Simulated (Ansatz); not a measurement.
Geometry relaxation, with input and output: GeClF4

The run: geometry relaxation of GeClF4, multiplicity 2. Method and program: UKS PBE0-D4/def2-SVP (Ansatz 0.2.0).

The input holds or restrains some coordinates. It belongs to a series of runs on one base structure; here: pulled along the bonds that form and break, towards end A. Figures and captions count atoms from 1; the log counts them from 0 in places.

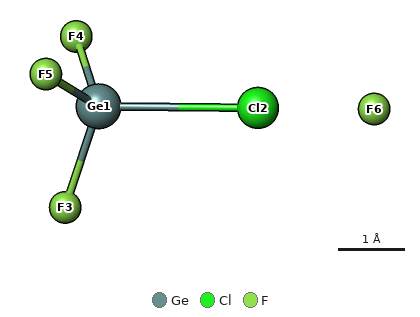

**Figure 1.** The starting structure (ball-and-stick view, seen at a tilt; atoms are numbered from 1 in the order of the input). Sticks mark near contacts. Bond lengths as drawn: Cl–Ge 2.47 Å and F–Ge 1.68 Å.

Key numbers:

```tsv
quantity	value
outcome	converged under the restraints of the input
total energy	−79867.9588 eV
mean-field energy	−79867.8477 eV
⟨S²⟩	0.751
largest force (length of the vector) at the end, held atoms and coordinates included	1.322 eV/Å
hardware	4 threads of Arm Neoverse V2, 24 GiB of memory available, shared host
wall time	35 s (CPU time 2.2 min)
peak memory	0.44 GiB
```

The input:
```yaml
crystal:
  periodic: [false, false, false]
  atoms:
    - { symbol: Ge, position_ang: [0.0, 0.0, 0.0] }
    - { symbol: Cl, position_ang: [0.0, 0.0, 2.47] }
    - { symbol: F, position_ang: [1.5842, 0.0, -0.5594] }
    - { symbol: F, position_ang: [-0.7913, 1.3709, -0.5594] }
    - { symbol: F, position_ang: [-0.7913, -1.3709, -0.5594] }
    - { symbol: F, position_ang: [0.0, 0.0, 4.27] }
magnetization:
  spin_polarized: true
  initial_magnetization: 1
basis:
  gaussian: { orbitals: def2-SVP }
hamiltonian:
  xc: pbe0
  dispersion: d4
relax:
  f_tol: 0.15
  max_steps: 25
  restrain:
    - { distance: [1, 5], at: 2.7, k: 30.0 }
    - { distance: [0, 1], at: 2.22, k: 30.0 }
output:
  orbitals: {}
```

Launch command:
```bash
ansatz run input.yaml --threads 4 --pin off --max-ram 5120MiB --backend cpu --events-out ev --progress --plain --runs-dir out
```

Log:
```
The last accepted step is kept in [file] (removed where the run ends without a failure and the disk answers)
Engine: ansatz 0.2.0, aarch64-unknown-linux-gnu
Functional definition: PBE0
  parameter a = 0.25
  parameter kappa = 0.804
  parameter beta = 0.06672455060314922
  exchange = (1 - a)*pbe_x(kappa = kappa, mu = beta*pi^2/3) + a*exact_x
  correlation = pbe_c(beta = beta)
1060 factors; integrals over basis functions are off by at most 3.8e-4 eV
mean field evaluation 1: about -79860.8398 eV, gradient 4.1e1 eV
mean field evaluation 2: about -79847.4707 eV, gradient 7.6e1 eV
mean field evaluation 4: about -79866.5682 eV, gradient 4.8e0 eV
mean field evaluation 8: about -79866.6983 eV, gradient 9.4e-2 eV
mean field evaluation 16: about -79866.6984 eV, gradient 2.8e-4 eV
mean field -79866.69837041 eV, -2935.0470295201 hartree, gradient 1.8e-5 eV, S^2 0.770179; 2 other end points of the search recorded, 0 dependent functions left out
the calculation of the forces begins
reference -79866.69839060 eV, -2935.0470302619 hartree; 43, 42 occupied and 63, 64 virtual orbitals, 1060 factors
relax step   1: F+E_penalty+E_count = -79866.81035533 eV  Δ(F+E_penalty+E_count) = +0.000e0 eV  max|allowed force component| = 2.945e0 eV/Å  E_restraint = 13.08750000 eV  max|allowed force component, restraints' pulls added| = 3.745e1 eV/Å  Δτ_max = 0.0000 Å  (49 SCF iters, accepted)
  distance Cl 1 - F 5 = 1.8000 Å
  distance Ge 0 - Cl 1 = 2.4700 Å
these checks for a lower state are left out or cut short: starts, cluster_reference, orbital_swaps, neighbouring_geometries, increment
1060 factors; integrals over basis functions are off by at most 4.5e-4 eV
mean field evaluation 32: about -79867.5858 eV, gradient 1.3e-1 eV
mean field -79867.58593658 eV, -2935.0796469753 hartree, gradient 1.5e-5 eV, S^2 0.754902; 0 other end points of the search recorded, 0 dependent functions left out
the calculation of the forces begins
reference -79867.58595612 eV, -2935.0796476933 hartree; 43, 42 occupied and 63, 64 virtual orbitals, 1060 factors
relax step   2: F+E_penalty+E_count = -79867.69951388 eV  Δ(F+E_penalty+E_count) = -8.892e-1 eV  max|allowed force component| = 2.600e0 eV/Å  E_restraint = 4.61389168 eV  max|allowed force component, restraints' pulls added| = 1.996e1 eV/Å  Δτ_max = 0.1934 Å  (62 SCF iters, accepted)
  distance Cl 1 - F 5 = 2.1459 Å
  distance Ge 0 - Cl 1 = 2.2445 Å
these checks for a lower state are left out or cut short: starts, cluster_reference, orbital_swaps, neighbouring_geometries, increment
1061 factors; integrals over basis functions are off by at most 3.9e-4 eV
mean field -79867.87153818 eV, -2935.0901426402 hartree, gradient 2.1e-7 eV, S^2 0.751445; 0 other end points of the search recorded, 0 dependent functions left out
the calculation of the forces begins
reference -79867.87155762 eV, -2935.0901433548 hartree; 43, 42 occupied and 63, 64 virtual orbitals, 1061 factors
relax step   3: F+E_penalty+E_count = -79867.98525734 eV  Δ(F+E_penalty+E_count) = -2.857e-1 eV  max|allowed force component| = 6.559e-1 eV/Å  E_restraint = 0.79471750 eV  max|allowed force component, restraints' pulls added| = 6.182e0 eV/Å  Δτ_max = 0.1949 Å  (109 SCF iters, accepted)
  distance Cl 1 - F 5 = 2.4987 Å
  distance Ge 0 - Cl 1 = 2.1084 Å
these checks for a lower state are left out or cut short: starts, cluster_reference, orbital_swaps, neighbouring_geometries, increment
1061 factors; integrals over basis functions are off by at most 4.4e-4 eV
mean field evaluation 64: about -79867.8483 eV, gradient 5.7e-8 eV
mean field -79867.84829661 eV, -2935.0892885285 hartree, gradient 1.7e-8 eV, S^2 0.751229; 0 other end points of the search recorded, 0 dependent functions left out
the calculation of the forces begins
reference -79867.84831621 eV, -2935.0892892489 hartree; 43, 42 occupied and 63, 64 virtual orbitals, 1061 factors
relax step   4: F+E_penalty+E_count = -79867.95974021 eV  Δ(F+E_penalty+E_count) = +2.552e-2 eV  max|allowed force component| = 1.542e0 eV/Å  E_restraint = 0.03732783 eV  max|allowed force component, restraints' pulls added| = 5.349e-1 eV/Å  Δτ_max = 0.1981 Å  (113 SCF iters, accepted)
  distance Cl 1 - F 5 = 2.6829 Å
  distance Ge 0 - Cl 1 = 2.1731 Å
these checks for a lower state are left out or cut short: starts, cluster_reference, orbital_swaps, neighbouring_geometries, increment
1061 factors; integrals over basis functions are off by at most 4.4e-4 eV
mean field -79867.84772726 eV, -2935.0892676052 hartree, gradient 4.7e-6 eV, S^2 0.751213; 0 other end points of the search recorded, 0 dependent functions left out
the calculation of the forces begins
reference -79867.84774686 eV, -2935.0892683256 hartree; 43, 42 occupied and 63, 64 virtual orbitals, 1061 factors
relax step   5: F+E_penalty+E_count = -79867.95877974 eV  Δ(F+E_penalty+E_count) = +9.605e-4 eV  max|allowed force component| = 1.322e0 eV/Å  E_restraint = 0.02794728 eV  max|allowed force component, restraints' pulls added| = 8.746e-2 eV/Å  Δτ_max = 0.0326 Å  (111 SCF iters, accepted)
  distance Cl 1 - F 5 = 2.7007 Å
  distance Ge 0 - Cl 1 = 2.1768 Å
1061 factors; integrals over basis functions are off by at most 4.4e-4 eV
mean field evaluation 96: about -79863.9518 eV, gradient 3.0e1 eV
mean field evaluation 128: about -79867.7811 eV, gradient 4.5e0 eV
```

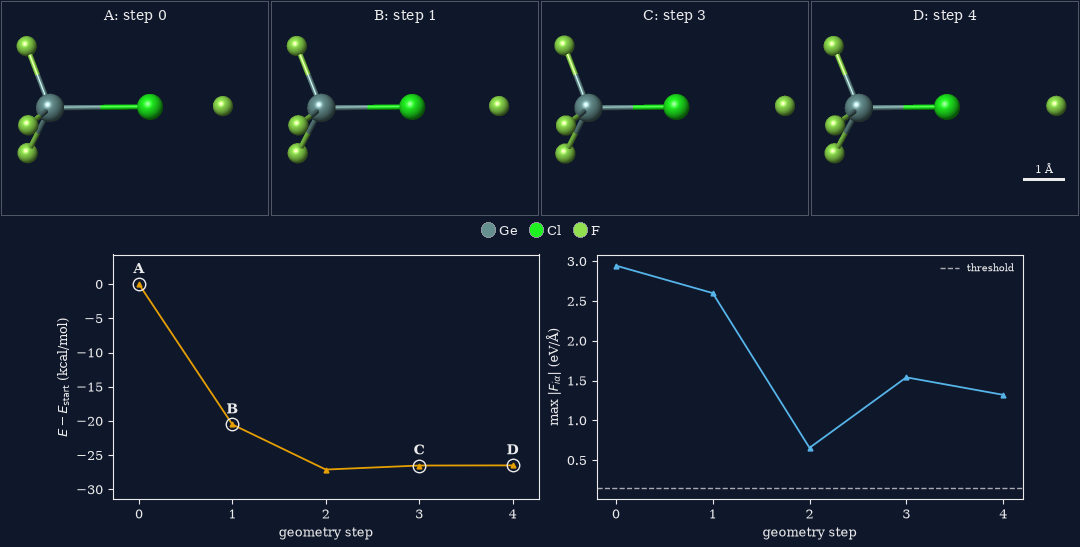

**Figure 2.** Frames of the restrained relaxation (ball-and-stick view, seen at a tilt) above the curves, on which the letters mark them (the first geometry is step 0 here and step 1 in the log).

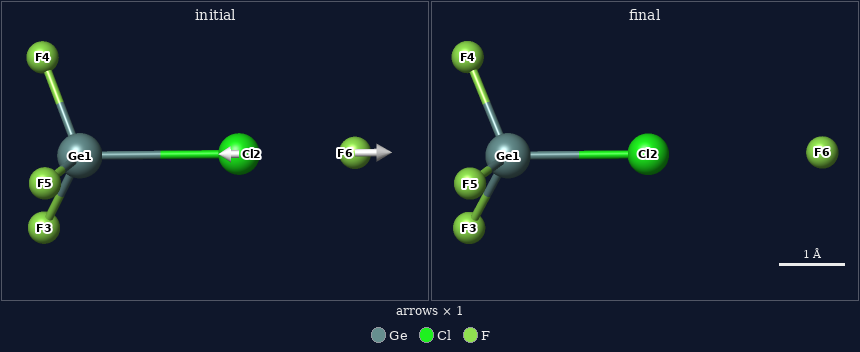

**Figure 3.** Before (left) and after (right) the restrained relaxation, at one scale (ball-and-stick view, seen at a tilt). The white arrows give the displacements, at true length. The energy falls by 26.5 kcal/mol in 4 geometry steps. The largest force component goes from 2.9 to 1.3 eV/Å. The atom that moves furthest after the best rigid fit is F6 (0.58 Å). By element the largest moves are F 0.58 Å, Cl 0.32 Å, Ge 0.03 Å. Among the contacts that change: Ge1–Cl2 2.470 → 2.177 Å, Ge1–F3 1.680 → 1.700 Å. (Atoms are counted from 1 in the order of the input.)

```
mean field -79867.84772726 eV, -2935.0892676052 hartree, gradient 4.7e-6 eV, S^2 0.751213; 5 other end points of the search recorded, 0 dependent functions left out
the calculation of the forces begins
reference -79867.84774686 eV, -2935.0892683256 hartree; 43, 42 occupied and 63, 64 virtual orbitals, 1061 factors
Total energy: -79867.95879934 eV, -2935.0933494290 hartree
Atom 0 at     0.000227    -0.000000    -0.029433 Å, force    -0.000194    -0.000000     1.321880 eV/Å
Atom 1 at    -0.000392    -0.000000     2.147408 Å, force    -0.000235     0.000000    -1.318621 eV/Å
Atom 2 at     1.589015     0.000000    -0.634185 Å, force     0.087457    -0.000000    -0.007789 eV/Å
Atom 3 at    -0.793831     1.375762    -0.635061 Å, force    -0.043608     0.075405    -0.007487 eV/Å
Atom 4 at    -0.793831    -1.375762    -0.635061 Å, force    -0.043608    -0.075405    -0.007487 eV/Å
Atom 5 at     0.000412     0.000000     4.848131 Å, force     0.000188    -0.000000     0.019505 eV/Å
Dipole moment:    -0.000140    -0.000000     0.100202 e Å
```

Trajectory as extended XYZ (Å, eV, eV/Å), 5 frames, from step=1 to step=5:
```
6
Properties=species:S:1:pos:R:3:forces:R:3 step=1 energy=-79866.81035
Ge    0.0000    0.0000    0.0000    0.0433   0.0000   2.5472
Cl    0.0000    0.0000    2.4700    0.0001   0.0000  -2.9452
F     1.5842    0.0000   -0.5594    0.8538   0.0000  -0.3148
F    -0.7913    1.3709   -0.5594   -0.4485   0.7772  -0.3302
F    -0.7913   -1.3709   -0.5594   -0.4485  -0.7772  -0.3302
F     0.0000    0.0000    4.2700   -0.0001   0.0000   1.3733
6
Properties=species:S:1:pos:R:3:forces:R:3 step=2 energy=-79867.69951
Ge    0.0002    0.0000    0.0321    0.0219   0.0000   1.9764
Cl    0.0000    0.0000    2.2766    0.0001   0.0000  -2.6003
F     1.5879    0.0000   -0.5564    0.2633   0.0000  -0.0562
F    -0.7932    1.3744   -0.5565   -0.1427   0.2477  -0.0646
F    -0.7932   -1.3744   -0.5565   -0.1427  -0.2477  -0.0646
F     0.0000    0.0000    4.4225    0.0001   0.0000   0.8093
6
Properties=species:S:1:pos:R:3:forces:R:3 step=3 energy=-79867.98526
Ge    0.0004    0.0000    0.0103    0.0060   0.0000   0.6559
Cl    0.0000    0.0000    2.1187    0.0002   0.0000  -0.1788
F     1.5958    0.0000   -0.5614    0.2250   0.0000  -0.2047
F    -0.7973    1.3814   -0.5616   -0.1156   0.2014  -0.2075
F    -0.7973   -1.3814   -0.5616   -0.1156  -0.2014  -0.2075
F     0.0000    0.0000    4.6174    0.0001   0.0000   0.1426
6
Properties=species:S:1:pos:R:3:forces:R:3 step=4 energy=-79867.95974
Ge    0.0004    0.0000   -0.0406    0.0006   0.0000   1.5417
Cl    0.0000    0.0000    2.1326    0.0002   0.0000  -1.2119
F     1.5989    0.0000   -0.6150    0.0785   0.0000  -0.1169
F    -0.7989    1.3843   -0.6153   -0.0397   0.0695  -0.1174
F    -0.7989   -1.3843   -0.6153   -0.0397  -0.0695  -0.1174
F     0.0000    0.0000    4.8155    0.0001   0.0000   0.0220
6
Properties=species:S:1:pos:R:3:forces:R:3 step=5 energy=-79867.95878
Ge    0.0002    0.0000   -0.0294   -0.0002   0.0000   1.3219
Cl   -0.0004    0.0000    2.1474   -0.0002   0.0000  -1.3186
F     1.5890    0.0000   -0.6342    0.0875   0.0000  -0.0078
F    -0.7938    1.3758   -0.6351   -0.0436   0.0754  -0.0075
F    -0.7938   -1.3758   -0.6351   -0.0436  -0.0754  -0.0075
F     0.0004    0.0000    4.8481    0.0002   0.0000   0.0195
```

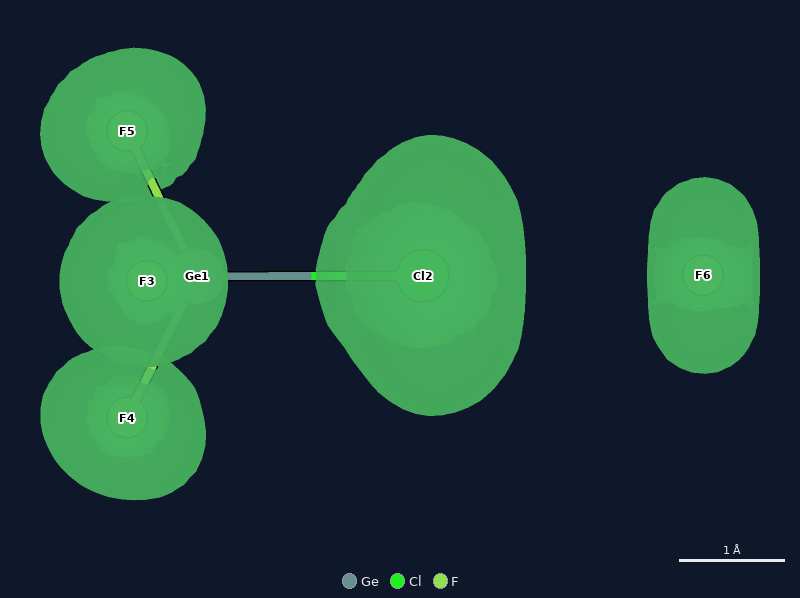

**Figure 4.** Isosurface of the ELF at 0.75 (green), seen face on. Core shells and regions of very low density are left out. Values along the shortest contacts: Cl2···F6 (2.70 Å): the ELF is only about 0.05 between them; a non-bonded, intermolecular contact. Ge–F (1.70 Å): the ELF peaks at about 0.80 in the valence shell of F, 0.5 Å from its nucleus, and is about 0.25 at the midpoint.

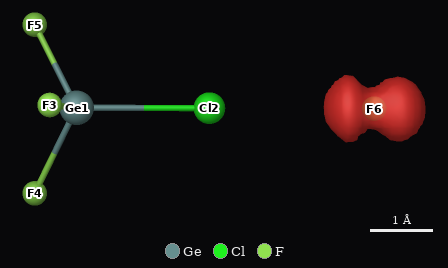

**Figure 5.** Isosurface of the spin density (α minus β) at +0.2 e/Å³ (red), seen face on. The unpaired spin (1 electron) lies mostly on F6 (about 1.0), in electrons by Hirshfeld's partition.

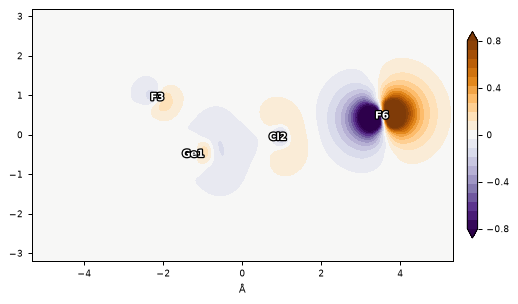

**Figure 6.** The LUMO (β) on the plane of atoms Cl2, Ge1 and F3 (values in Å⁻³ᐟ²; the overall sign is arbitrary). It lies mainly on F6 (95 %). Its energy is −6.23 eV.
